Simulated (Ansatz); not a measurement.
# Cl2F2H2In2: what the fields show

Input file:

```
crystal:
  periodic: [false, false, false]
  atoms:
    - {symbol: Cl, position_ang: [-0.070134, 1.658473, 2.408423]}
    - {symbol: Cl, position_ang: [-2.404521, -1.905284, -2.432461]}
    - {symbol: F, position_ang: [-0.248899, -0.960491, 0.127992]}
    - {symbol: F, position_ang: [-2.221660, 0.717048, -0.155689]}
    - {symbol: In, position_ang: [-0.162051, 1.164711, 0.129821]}
    - {symbol: In, position_ang: [-2.308953, -1.408165, -0.154772]}
    - {symbol: H, position_ang: [0.586860, 1.812892, -1.243283]}
    - {symbol: H, position_ang: [-3.055859, -2.054384, 1.220373]}
basis:
  gaussian: {orbitals: def2-SVPD}
hamiltonian: {xc: {name: PBE0}}
output: {forces: true, orbitals: {seedname: orbitals}}
```

Launched as:

```sh
ansatz run input.yaml --threads 2 --pin off --max-ram 6090MiB --events-out events.jsonl --progress --plain --runs-dir runs
```

Geometry: PBE0-D4/def2-SVP; core potentials replace the inner electrons of In.

All numbers below come from isolated molecule in a Gaussian basis; Kohn-Sham density functional theory, functional PBE0 in Ansatz.

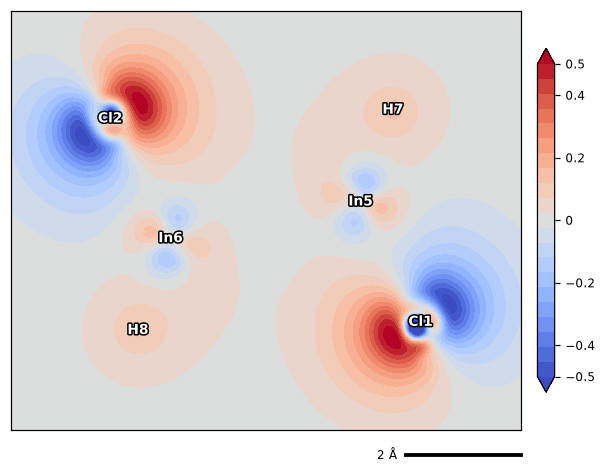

Figure 1. The HOMO−1 on the plane of atoms Cl1, In5 and H7 (values in Å⁻³ᐟ²; the overall sign is arbitrary).

### Where does this orbital lie, and at what energy?

By Hirshfeld shares it lies mainly on Cl1 (about 45 %) and Cl2 (about 45 %); it is gerade (even under inversion); largely a combination of lone pairs on Cl1 and Cl2. Its energy is −9.13 eV.

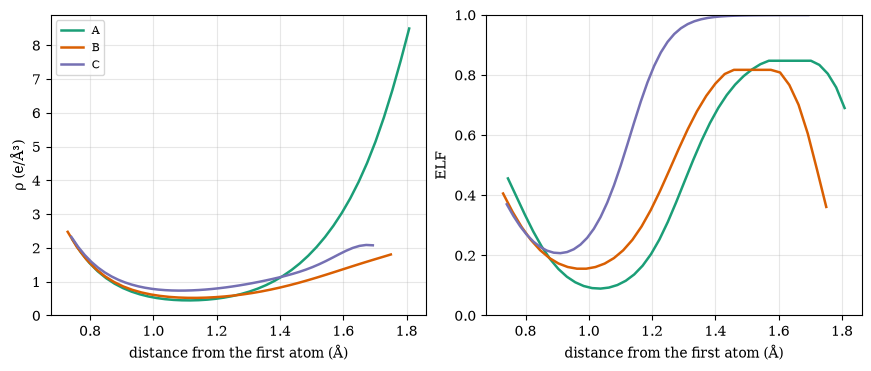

Figure 2. Electron density and ELF along straight lines between neighbouring atoms. The curves leave out the atomic cores.

### Which curve belongs to which contact (In–Cl, In–F and In–H)? The first atom named is at distance zero.

Curve A: In–F (2.13 Å): ρ is about 0.46 e/Å³ halfway; the ELF peaks at about 0.85 in the valence shell of F, 0.6 Å from its nucleus, and drops to about 0.10 between the two atoms. Curve B: In–Cl (2.33 Å): the density is about 0.53 e/Å³ at the midpoint; the ELF peaks at about 0.80 in the valence shell of Cl, 0.9 Å from its nucleus, and drops to about 0.15 between the two atoms. Curve C: In–H (1.69 Å): the density is about 1.3 e/Å³ at the midpoint; the ELF climbs to about 1 towards the hydrogen.

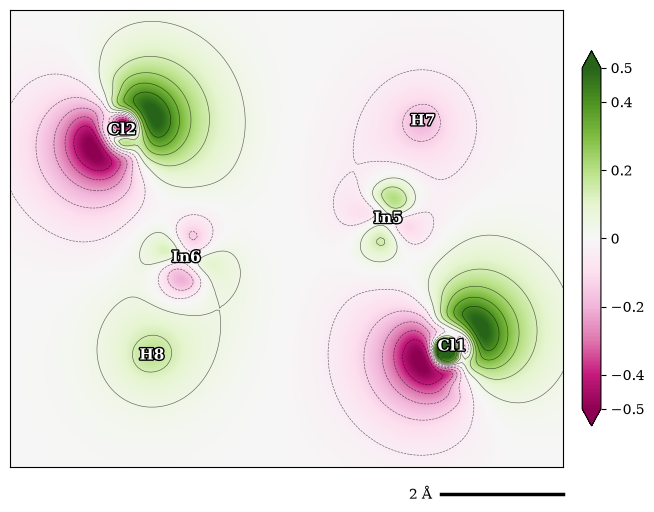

Figure 3. One frontier orbital on the plane of atoms Cl1, In5 and H7 (values in Å⁻³ᐟ²; the overall sign is arbitrary).

### Which orbital is it: HOMO or LUMO?

The HOMO, at −9.05 eV. It lies mainly on Cl1 (about 45 %) and Cl2 (about 45 %); it is ungerade (odd under inversion); largely a combination of lone pairs on Cl1 and Cl2.
